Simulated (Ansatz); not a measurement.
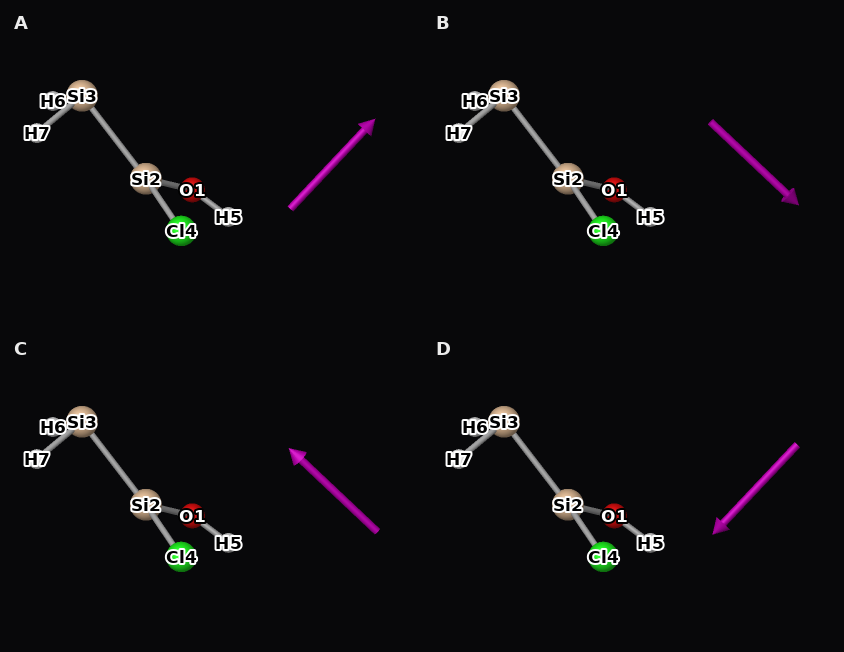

The same molecule four times, each with an arrow. The geometry was computed by an optimisation with PBE0-D4/def2-TZVP. No frequency run is at hand to confirm it as a minimum. Method: RKS PBE0-D4/def2-TZVP (Ansatz 0.2.0).

Which arrow points along the dipole moment, from the negative to the positive end?

Answer. B. The dipole moment is 2.52 D; it points from the side of H7 to the side of H5 (the outermost atoms at the two ends).
